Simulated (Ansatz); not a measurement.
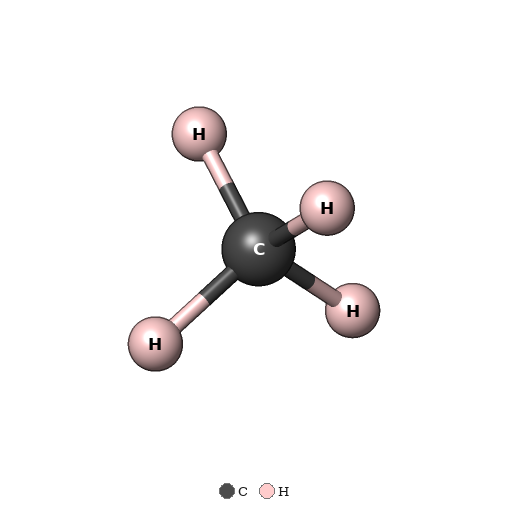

Harmonic vibrations computed with RKS PBE0-D4/def2-TZVP (Ansatz 0.2.0) at a stationary point of the same level.

Q: Minimum or transition state?

A: A minimum: no imaginary frequency, and the lowest mode lies at 1326 cm⁻¹.

Q: How many vibrational modes are there, and where do they lie?

A: 9 modes: 1326, 1326, 1326, 1551, 1551, 3047, 3168, 3168, 3168 cm⁻¹.
